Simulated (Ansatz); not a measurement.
AlBClF2H3O

Input

```
crystal:
  periodic: [false, false, false]
  atoms:
    - { symbol: B, position_ang: [0.093495, 0.179595, -0.051245] }
    - { symbol: F, position_ang: [-0.588526, 0.37386, 1.058664] }
    - { symbol: F, position_ang: [1.357062, 0.486702, -0.134434] }
    - { symbol: Cl, position_ang: [-0.780723, -0.310253, -1.523908] }
    - { symbol: O, position_ang: [0.001327, -2.223263, 0.930038] }
    - { symbol: Al, position_ang: [-0.984892, -2.887997, -0.337198] }
    - { symbol: H, position_ang: [-0.20798, -3.739859, -1.420471] }
    - { symbol: H, position_ang: [-2.563848, -2.770858, -0.182443] }
    - { symbol: H, position_ang: [-0.453915, -1.678427, 1.606798] }
basis:
  gaussian: { orbitals: "6-31G*" }
hamiltonian:
  xc: pbe0
  dispersion: d4
relax:
  f_tol: 0.03
  max_steps: 50
output:
  orbitals: {}
```

Launched as:

```sh
ansatz run input.yaml --threads 2 --pin off --max-ram 3072MiB --backend cpu --events-out ev --progress --plain --runs-dir out
```

The fields are those of the run's last geometry, not of the input's.

These are results of RKS PBE0-D4/6-31G* in Ansatz 0.2.0, not measurements.

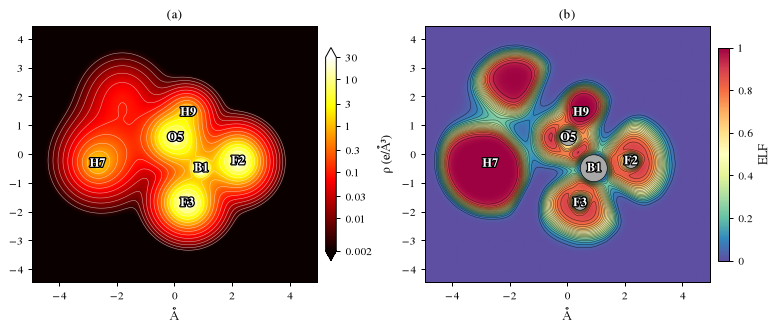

Figure 1. (a) total electron density; (b) ELF on the plane of atoms F2, B1 and O5. Grey discs cover the atomic cores in the ELF map.

> What does the map show?

Atoms in the plane: B, F, O and H. B–F (1.30 Å): ρ is about 2.3 e/Å³ halfway; the ELF peaks at about 0.85 between the atoms: a polar covalent bond. B–O (1.39 Å): ρ at the midpoint is about 2 e/Å³; the ELF peaks at about 0.90 between the atoms: a shared but strongly polarised pair. O–H (0.97 Å): the density is about 3.7 e/Å³ at the midpoint; the ELF climbs to about 1 towards the hydrogen, as it does in any bond to H; a covalent bond by its length. The ELF also peaks beside F3 and F2, away from the bonds: lone-pair regions.

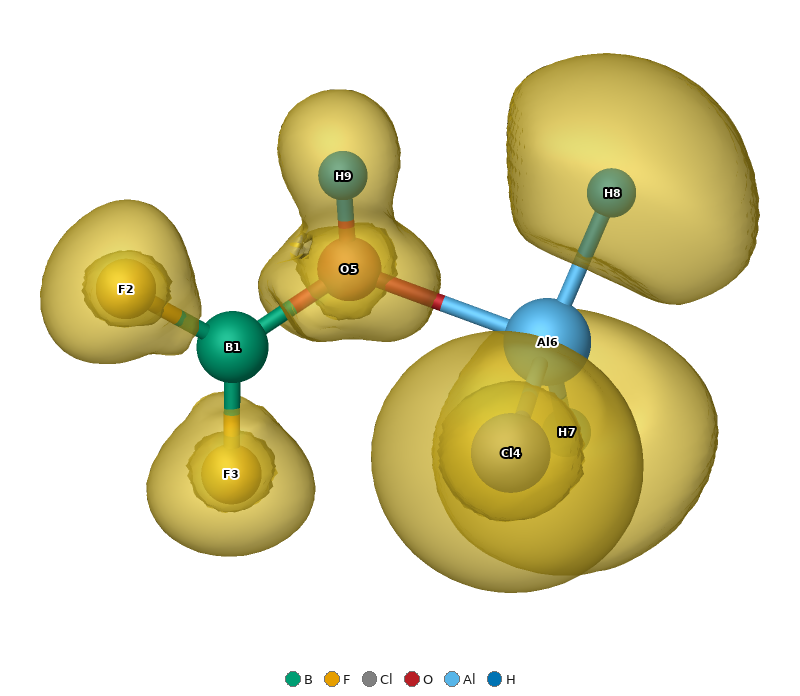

Figure 2. Isosurface of the electron localisation function at 0.75 (yellow), seen across its widest extent. Only the valence region is drawn (cores and ρ < 0.01 e/Å³ removed).

> Describe the localisation domains.

The ELF exceeds this value in two regions around hydrogen nuclei, one region on Cl in which the atom's valence shell and bonds are merged, two regions on F in which the atom's valence shell and bonds are merged and one joined region spread over several atoms (H, O), in which their bonds and any lone pairs are merged.

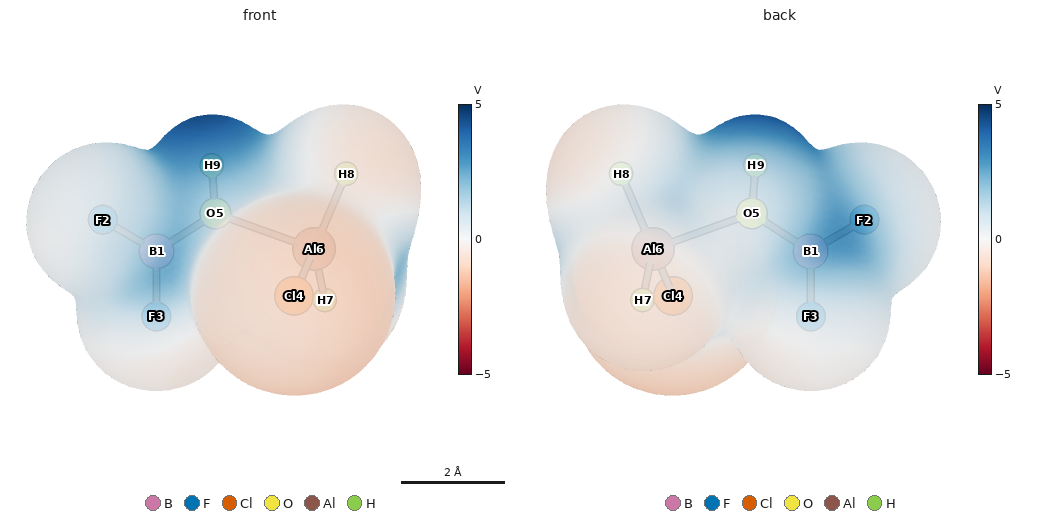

Figure 3. The molecular electrostatic potential painted on the density surface at 0.002 e/bohr³, seen from the front and from behind; the colour scale runs from red (negative) to blue (positive).

> Describe the electrostatic potential map.

The most negative region (about −1.1 V) lies over Cl4, the most positive (about +4.3 V) over H9.

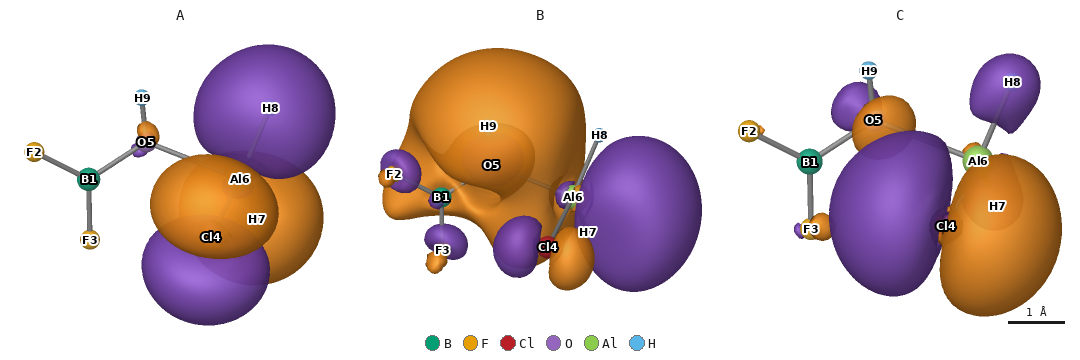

Figure 4. Three frontier orbitals at ±0.06 Å⁻³ᐟ² (orange and purple are the two phases), in no order.

> Order the three orbitals by energy and name them.

C is the HOMO−1 (−8.70 eV). Its weight (Hirshfeld) is mainly on Cl4 (about 85 %); largely a lone pair of Cl4. A is the HOMO (−7.93 eV). It lies mainly on Cl4 (about 40 %), Al6 (about 20 %), H7 (about 20 %) and H8 (about 20 %). B is the LUMO (−0.29 eV). It lies mainly on Al6 (about 40 %), H9 (about 20 %), O5 (about 15 %) and B1 (about 10 %).

> What is the HOMO–LUMO gap?

7.64 eV between the orbital energies.
